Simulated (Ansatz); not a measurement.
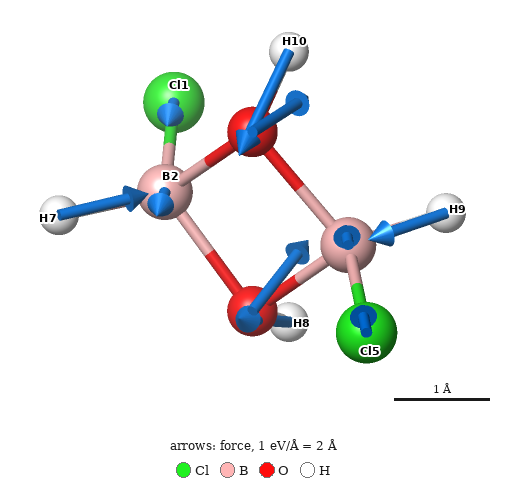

Starting geometry of B2H4O2Cl2 with the computed forces as blue arrows. A ball-and-stick model, seen from a free direction.

The start comes from PBE-D4/def2-SVP.

Computed with RKS PBE0-D4/def2-TZVP (Ansatz).

The input:
```yaml
crystal:
  periodic: [false, false, false]
  atoms:
    - {symbol: Cl, position_ang: [-1.728295, -1.355277, 1.006078]}
    - {symbol: B, position_ang: [-0.710416, 0.152002, 0.843906]}
    - {symbol: O, position_ang: [0.802282, -0.209537, 0.772830]}
    - {symbol: B, position_ang: [0.814301, 0.132608, -0.758373]}
    - {symbol: Cl, position_ang: [1.943357, 1.477366, -1.133965]}
    - {symbol: O, position_ang: [-0.668117, 0.631555, -0.636830]}
    - {symbol: H, position_ang: [-0.952123, 1.042414, 1.627412]}
    - {symbol: H, position_ang: [0.943785, -1.164341, 0.930690]}
    - {symbol: H, position_ang: [0.912075, -0.862375, -1.453572]}
    - {symbol: H, position_ang: [-1.273848, 0.104486, -1.195275]}
basis:
  gaussian: {orbitals: def2-TZVP}
hamiltonian: {xc: pbe0, dispersion: d4}
relax: {f_tol: 0.005, max_steps: 150}
```

Command:
```bash
ansatz run in.yaml --threads 4 --pin off --events-out ev --progress --plain --max-ram 10444MiB
```

### What follows when this structure is relaxed?

It isn't relaxed: the largest force vector, on H atoms, is 0.67 eV/Å. The final displacements have little in common with the starting forces (cosine between the two patterns 0.28). The largest moves after the best rigid fit, 0.11 Å, are those of H8 and H10. Largest moves by element: H 0.11 Å, Cl 0.08 Å, O 0.03 Å, B 0.02 Å. Near-neighbour distances that change, for instance: B4–H9 1.218 → 1.196 Å, B2–H7 1.210 → 1.190 Å, B4–O6 1.569 → 1.549 Å, B2–O3 1.557 → 1.539 Å. Among the angles between lasting bonds that change: B2–O6–H10 111.1° → 114.0°, B4–O6–H10 111.7° → 114.1°. After 7 geometry steps the energy has fallen by 4.00 kJ/mol. Largest force component: 0.66 eV/Å at the start, 0.0014 eV/Å at the end. The run took 31 s on 4 threads of Arm Neoverse V2 (shared host).
